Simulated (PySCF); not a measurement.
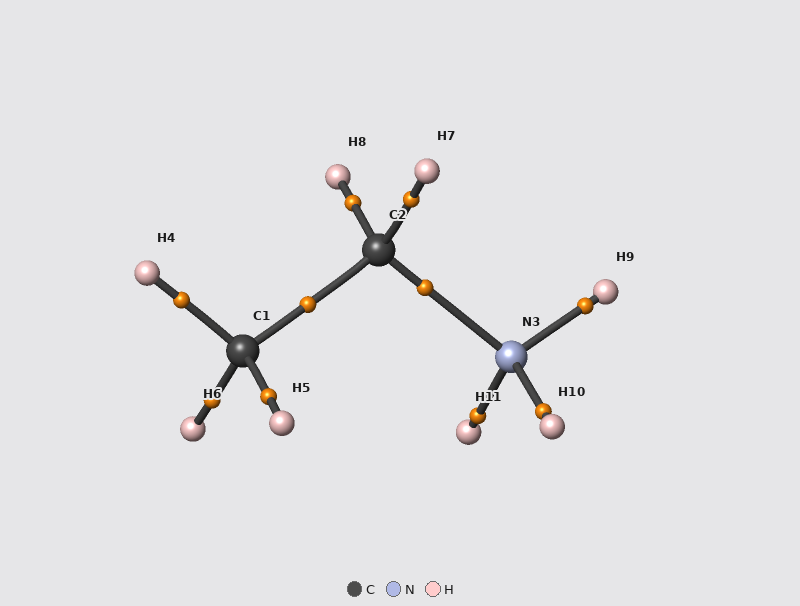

C2H8N, charge +1, SMILES `CC[NH3+]`. Molecular graph of the electron density (QTAIM): bond paths, bond critical points (orange), ring points (yellow, if any); weak paths are dashed.

Level of theory: B3LYP/def2-SVP (PySCF), at a geometry from GFN2-xTB. No frequency check shows the geometry to be a minimum.

**How many critical points of each kind are there, and does the count close?**

11 nuclei, 10 bond, 0 ring and 0 cage critical points: 11 − 10 + 0 − 0 = 1, as the Poincaré–Hopf relation requires.

**Tabulate density, Laplacian, ellipticity and energy density at the bond critical points (atomic units).**

```tsv
bond	length (Å)	ρ (a.u.)	∇²ρ (a.u.)	ε	H (a.u.)
N3–H9	1.028	0.325	−1.64	0.00	−0.445
N3–H10 (2 alike)	1.028	0.324	−1.64	0.00	−0.444
C2–H8 (2 alike)	1.090	0.286	−1.13	0.04	−0.317
C1–H4	1.086	0.280	−1.08	0.01	−0.308
C1–H6 (2 alike)	1.087	0.279	−1.04	0.02	−0.304
C1–C2	1.514	0.251	−0.59	0.02	−0.208
C2–N3	1.500	0.227	−0.46	0.00	−0.288
```

**What kind of interaction is C1–H6?**

Shared-shell (covalent): ρ = 0.279, ∇²ρ = −1.04, H = −0.304 a.u.

The PySCF run took 4.7 s on 1 thread of Intel(R) Xeon(R) 6975P-C (Granite Rapids), on a shared host, peak memory 0.35 GiB.
